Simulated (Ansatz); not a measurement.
# C2SeTe (SMILES [Se]=C=C=[Te]) (triplet): what the fields show

The calculation's input:

```
crystal:
  periodic: [false, false, false]
  atoms:
    - symbol: C
      position_ang: [0.000000, 0.000000, -0.692567]
    - symbol: C
      position_ang: [0.000000, 0.000000, 0.585535]
    - symbol: Se
      position_ang: [0.000000, 0.000000, -2.430444]
    - symbol: Te
      position_ang: [0.000000, 0.000000, 2.537476]
basis:
  gaussian: {orbitals: def2-TZVPD}
magnetization: {spin_polarized: true, initial_magnetization: 2}
output: {forces: true, orbitals: {seedname: orbitals}}
hamiltonian: {xc: {name: PBE0}}
```

Run with:

```sh
ansatz run input.yaml --threads 2 --pin off --max-ram 4350MiB --events-out events.jsonl --progress --plain --runs-dir runs
```

Geometry: PBE-D3(BJ)/def2-SVP; core potentials replace the inner electrons of Te.

The calculation used isolated molecule in a Gaussian basis; Kohn-Sham density functional theory, functional PBE0 in Ansatz.

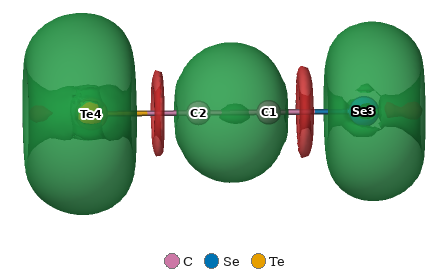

Figure 1. Isosurfaces of the spin density at +0.015 (green) and −0.015 e/Å³ (red), seen from one side.

Where is the unpaired spin?

Answer. The unpaired spin (2 electrons) lies mostly on Te4 (about 0.9), Se3 (about 0.7), C2 (about 0.2) and C1 (about 0.2), in electrons by Hirshfeld's partition.

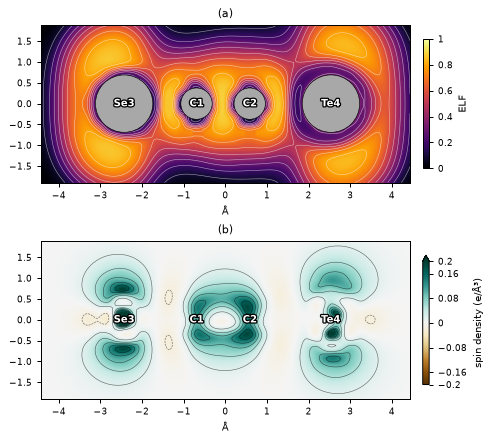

Figure 2. (a) ELF; (b) spin density (α minus β) on a plane that holds the molecular axis. Grey discs cover the atomic cores in the ELF map.

What do the fields say about this system?

Answer. The plane passes through C, Se and Te nuclei.
C–C (1.28 Å): the ELF peaks at about 0.90 between the atoms: a short, multiple covalent bond.
C–Se (1.74 Å): the ELF peaks at about 0.85 between the atoms: a covalent bond.
C–Te (1.95 Å): the ELF peaks at about 0.90 between the atoms: a covalent bond.
The ELF also peaks beside Te4 and Se3, away from the bonds: non-bonding electrons, paired or unpaired.

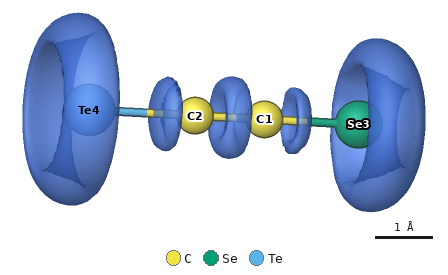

Figure 3. Isosurface of the ELF at 0.8 (blue), seen from one side. Only the valence region is drawn (cores and ρ < 0.01 e/Å³ removed).

Identify the bonds, lone pairs and shells in this picture.

Answer. At this value the surface marks out one region between bonded C–C atoms (shared pairs), one region between bonded C–Se atoms (shared pairs), one region between bonded C–Te atoms (shared pairs), one ring or bowl of non-bonding electrons around Se and one ring or bowl of non-bonding electrons around Te.
